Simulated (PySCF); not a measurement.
C₂H₉AlGeO, SMILES [CH3][Al]([CH3])[O][GeH3] at its PBE0/def2-SVP optimised geometry (Å):

```
14

Ge    -1.5343     2.2348    -0.0006
O     -0.7114     0.6859     0.0000
Al     0.0809    -0.8215     0.0000
C     -1.0269    -2.4322    -0.0010
C      2.0358    -0.8215     0.0000
H     -0.4824     3.3609    -0.0736
H     -2.3545     2.3608     1.2992
H     -2.4653     2.3015    -1.2282
H     -0.4355    -3.3609     0.0307
H     -1.7146    -2.4415     0.8618
H     -1.6629    -2.4716    -0.9022
H      2.4299    -0.3150     0.8978
H      2.4325    -0.2652    -0.8663
H      2.4653    -1.8355    -0.0268
```

Method: PBE0/def2-TZVP in PySCF.

Map of the electron localisation function on the plane z = 1.5 Å:

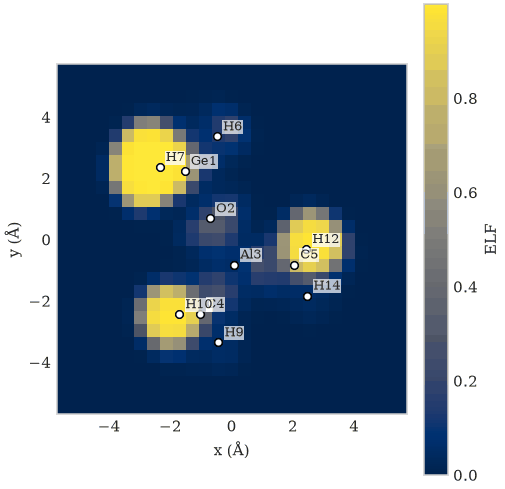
Electron localisation function on the plane z = 1.5 Å.
